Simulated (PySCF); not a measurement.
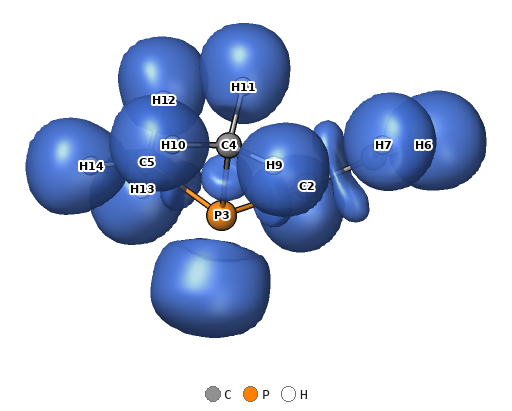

The picture shows: C4H9P. Isosurface of the ELF at 0.85 (blue), seen from one side. Core shells and regions of very low density are left out.

Geometry: GFN2-xTB.

Level of theory: PBE0/def2-SVPD, SCF density, gas phase (PySCF 2.14.0).

```xyz
14

C     2.1241   -0.4398    0.0144
C     0.9686   -0.8349    0.5238
P    -0.4395    0.2264    0.9731
C    -0.2590    1.5754   -0.2836
C    -1.7440   -0.7692    0.1040
H     2.9302   -1.1328   -0.1698
H     2.3178    0.5877   -0.2450
H     0.8246   -1.8742    0.7985
H     0.5326    2.2553    0.0235
H    -1.1917    2.1356   -0.3234
H    -0.0326    1.1676   -1.2677
H    -1.4745   -0.9533   -0.9350
H    -1.8715   -1.7188    0.6200
H    -2.6858   -0.2254    0.1451
```

**Where are the electrons localised?**

The surface consists of one region between bonded C–C atoms (shared pairs), three regions between bonded C–P atoms (shared pairs), nine regions around hydrogen nuclei and one lobe on P, pointing away from the bonds (lone pairs). Profiles from the grid: C–C (1.32 Å): the ELF peaks at about 0.90 between the atoms; a multiple bond. C–P (1.82 Å): the ELF peaks at about 0.95 between the atoms: localised, covalent bonding.
